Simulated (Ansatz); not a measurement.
System: C₃H₉GaSe₃ (SMILES C[Se][Ga]([Se]C)[Se]C).

The calculation's input:

```
crystal:
  periodic: [false, false, false]
  atoms:
    - {symbol: C, position_ang: [2.118568, 0.855267, -2.286589]}
    - {symbol: Se, position_ang: [1.807371, -0.769670, -1.232828]}
    - {symbol: Ga, position_ang: [-0.002647, -0.000942, -0.003723]}
    - {symbol: Se, position_ang: [-1.010547, -1.381619, 1.563458]}
    - {symbol: C, position_ang: [0.140633, -2.949695, 1.311467]}
    - {symbol: Se, position_ang: [-0.804247, 2.149173, -0.339145]}
    - {symbol: C, position_ang: [-2.258029, 2.094804, 0.976616]}
    - {symbol: H, position_ang: [2.358865, 1.689927, -1.632218]}
    - {symbol: H, position_ang: [2.968183, 0.640455, -2.932314]}
    - {symbol: H, position_ang: [1.246494, 1.084643, -2.894448]}
    - {symbol: H, position_ang: [-0.214959, -3.703230, 2.011957]}
    - {symbol: H, position_ang: [0.051210, -3.324780, 0.294658]}
    - {symbol: H, position_ang: [1.174693, -2.700081, 1.537409]}
    - {symbol: H, position_ang: [-1.859044, 1.926520, 1.974168]}
    - {symbol: H, position_ang: [-2.975106, 1.319945, 0.715856]}
    - {symbol: H, position_ang: [-2.741429, 3.069273, 0.935676]}
basis:
  gaussian: {orbitals: def2-TZVPP}
hamiltonian: {xc: pbe0, dispersion: d4}
output: {orbitals: {seedname: orbitals}}
```

Launched as:

```sh
ansatz run in.yaml --threads 4 --pin off --events-out ev --progress --plain --max-ram 46080MiB --backend cuda --devices 0, --max-vram 37GiB
```

Geometry: PBE0-D4/def2-TZVP.

Method: RKS PBE0-D4/def2-TZVPP in Ansatz 0.2.0.

Question: What can the converged electron density and electron localisation function tell about the bonding?

Answer: C–Se (1.96 Å): ρ at the midpoint is about 0.97 e/Å³; the ELF peaks at about 0.90 between the atoms: a covalent bond.
Ga–Se (2.32 Å): ρ is about 0.64 e/Å³ halfway; the ELF peaks at about 0.80 in the valence shell of Se, 1.0 Å from its nucleus, and is about 0.75 at the midpoint.
C–H (1.09 Å): the density is about 2 e/Å³ at the midpoint; the ELF climbs to about 1 towards the hydrogen, as it does in any bond to H; a covalent bond by its length.

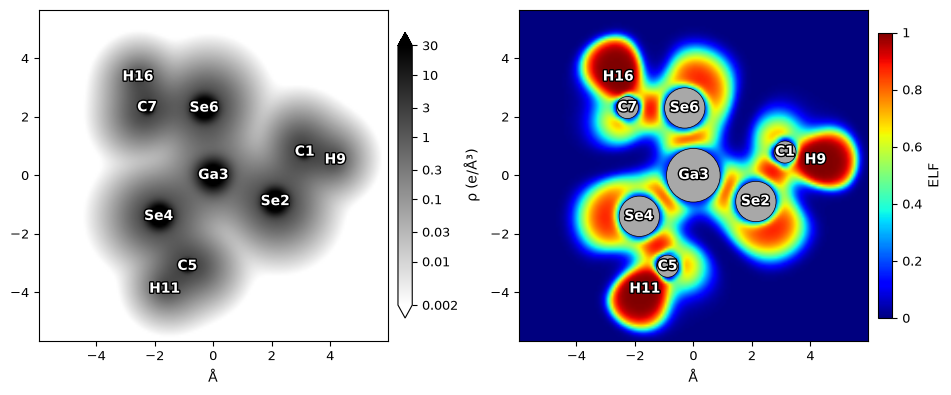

Computed electron density and electron localisation function on the plane of atoms Se2, C1 and H9, in this order. Grey discs cover the atomic cores in the ELF map. 
